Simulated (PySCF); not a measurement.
C$_{4}$H$_{10}$, SMILES `CCCC`.

Level of theory: B3LYP/def2-SVPD (PySCF), at a geometry from GFN2-xTB. No frequency check shows the geometry to be a minimum.

Geometry (Å), atoms numbered from 1:

```
C1      -1.9390   -0.1233    0.0001
C2      -0.5581    0.5210    0.0001
C3       0.5581   -0.5210    0.0001
C4       1.9390    0.1233    0.0001
H5      -2.0690   -0.7475    0.8818
H6      -2.7172    0.6366   -0.0014
H7      -2.0690   -0.7475   -0.8817
H8      -0.4549    1.1581    0.8816
H9      -0.4549    1.1581   -0.8814
H10      0.4549   -1.1581   -0.8814
H11      0.4549   -1.1581    0.8816
H12      2.0690    0.7475    0.8818
H13      2.7172   -0.6366   -0.0014
H14      2.0690    0.7475   -0.8817
```

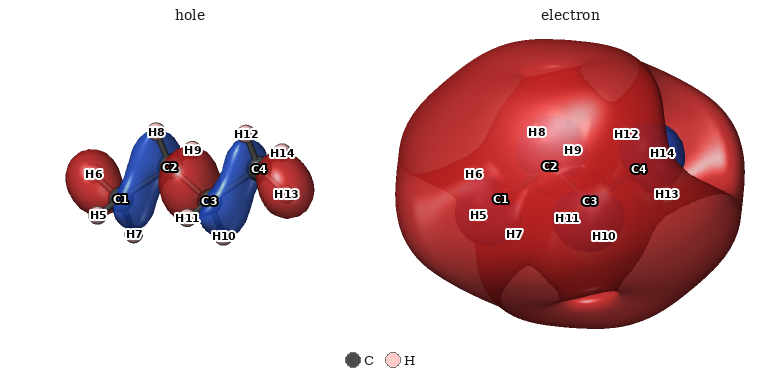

Leading natural transition orbital pair of S₁ (TDA singlet states); the surfaces enclose about 78 % of each orbital's density.

**What kind of excitation is it, and where does it lie?**

8.43 eV (147 nm), f = 0.000 (dark), σ → diffuse (Rydberg-like) orbital; the leading pair carries 100 %; hole on C2 and C3 (22 % each), C1 and C4 (14 % each) and H6 and H13 (8 % each), electron on H8, H9, H10 and H11 (9 % each), H5, H7, H12 and H14 (7 % each) and C1, C2, C3 and C4 (6 % each) (atom shares of so diffuse an orbital are rough); their centroids lie 0.0 Å apart; S₂ lies within 0.1 eV of it. In canonical orbitals it is mainly HOMO → LUMO (99 %). The HOMO–LUMO gap is 9.39 eV.
